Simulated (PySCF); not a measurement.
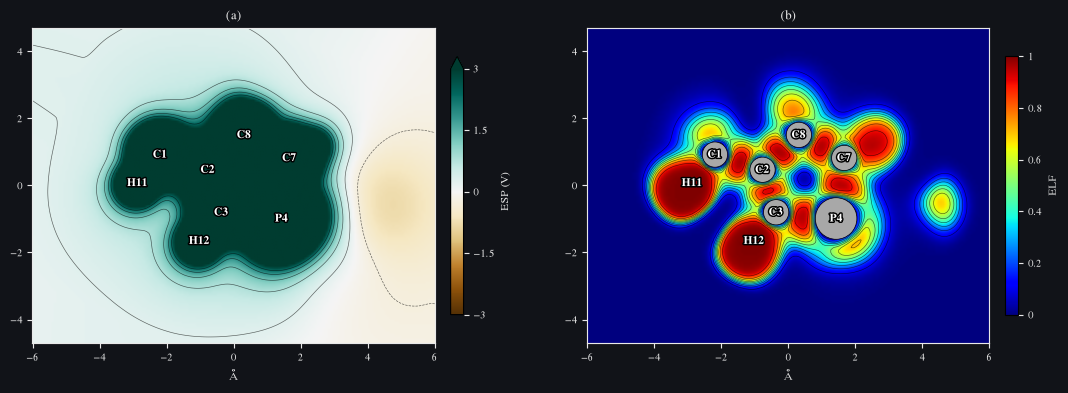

C6H14AlP. (a) molecular electrostatic potential; (b) electron localisation function on the plane of atoms C1, C2 and C3. Grey discs cover the atomic cores in the ELF map.

Geometry: GFN2-xTB.

The calculation used PBE0/pcSseg-1, SCF density, gas phase, non-relativistic in PySCF.

```xyz
22

C     3.0398    0.3897    0.3190
C     1.5672    0.2605    0.1236
C     0.6859    1.2541    0.2221
P    -1.0239    0.7262    0.0136
C    -1.5601    1.5543   -1.5431
Al   -2.4991   -0.1781    1.7836
C    -0.4795   -0.9430   -0.5567
C     1.0002   -1.0977   -0.1811
H     3.5701    0.0588   -0.5735
H     3.3611   -0.2412    1.1470
H     3.3175    1.4180    0.5345
H     0.9370    2.2704    0.4808
H    -2.4934    1.0974   -1.8687
H    -1.7387    2.6092   -1.3406
H    -0.8017    1.4524   -2.3174
H    -3.0361    1.0752    2.5479
H    -1.3663   -1.0555    2.4445
H    -3.4290   -0.9055    0.7335
H    -1.1021   -1.6963   -0.0628
H    -0.6306   -1.0300   -1.6349
H     1.1039   -1.7221    0.7099
H     1.5671   -1.5793   -0.9822
```

Describe what can be read from this map.

The plane passes through C, P and H nuclei. C–C (1.33 Å): the ELF peaks at about 0.90 between the atoms; a short, multiple covalent bond. C–P (1.80 Å): the ELF peaks at about 0.95 between the atoms (a shared electron pair). C–H (1.08 Å): the ELF climbs to about 1 towards the hydrogen, as it does in any bond to H: an ordinary covalent bond to hydrogen. C–C (1.49 Å): the ELF peaks at about 0.95 between the atoms: a covalent bond. C–C (1.53 Å): the ELF peaks at about 0.95 between the atoms; a shared electron pair. Outside the dense part of the molecule the potential is most negative (−0.8 V) near H18, which lies off the plane.
